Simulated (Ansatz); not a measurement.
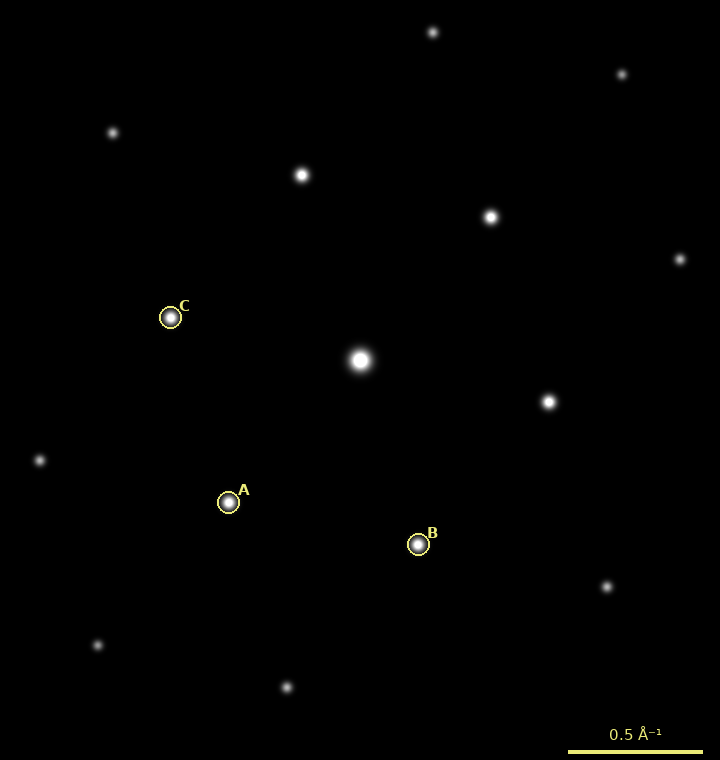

Computed electron diffraction pattern, 300 kV, single scattering only, B = 1 Å². The zone axis points towards the electron source and the pattern is seen from the source side.

The sample is Pt, space group Fm-3m (No. 225), a = 3.894 Å. Structure: the input geometry of an electronic-structure calculation (not necessarily at equilibrium).

Spot A is indexed -2 0 2 and spot B 0 -2 2.

> Give hkl for C.

C = A − B = -2 2 0 (d = 1.377 Å).

> Which zone axis is this?

The cross product of A and B is parallel to [111]; every spot obeys hu + kv + lw = 0.
